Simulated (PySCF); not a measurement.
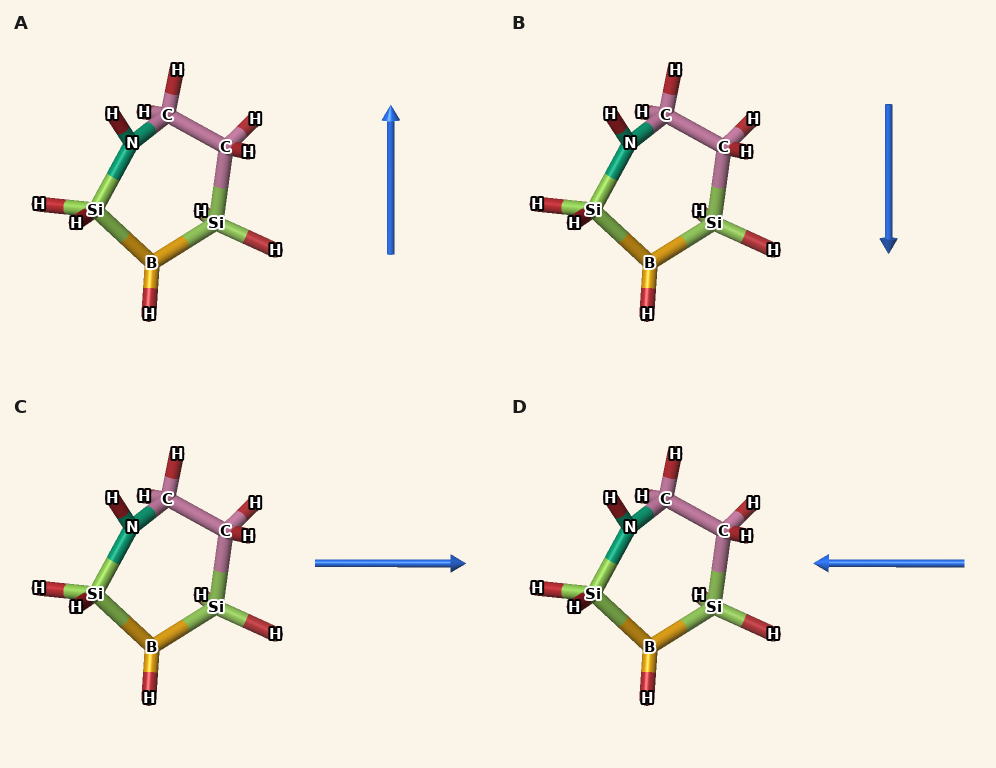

The same molecule four times, each with an arrow. Computed geometry: GFN2-xTB optimisation. No frequency run is at hand to confirm it as a minimum. Level of theory: PBE0/pcSseg-1, gas phase (PySCF 2.14.0).

Question: Which arrow points along the dipole moment, from the negative to the positive end?

Answer: A. The dipole moment is 0.83 D.

The geometry is semi-empirical. Around B, Si such bond lengths and angles can be off by a tenth of an ångström or more and by several degrees, and values that hang on the shape move with them.
